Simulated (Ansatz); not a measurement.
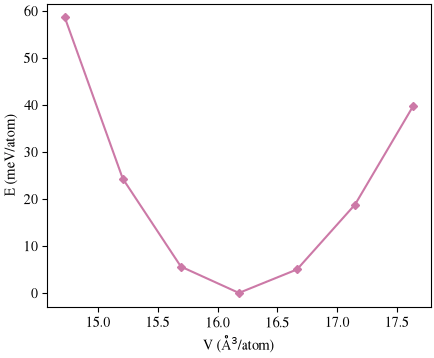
ZnAu (CsCl type, Pm-3m) under volume change, PBE in the plane-wave PAW code Ansatz, scaled uniformly.

Problem. What does a third-order Birch–Murnaghan fit give for V₀, B₀ and B′?

Solution. V₀ = 16.18 Å³/atom, B₀ = 117 GPa, B′ = 5.5.

Symmetry was held in the PBE relaxation; of distortions, only those at the zone centre were tested. Spin–orbit coupling is left out wherever it is not named.

Potentials: the later of the program's two PAW sets.
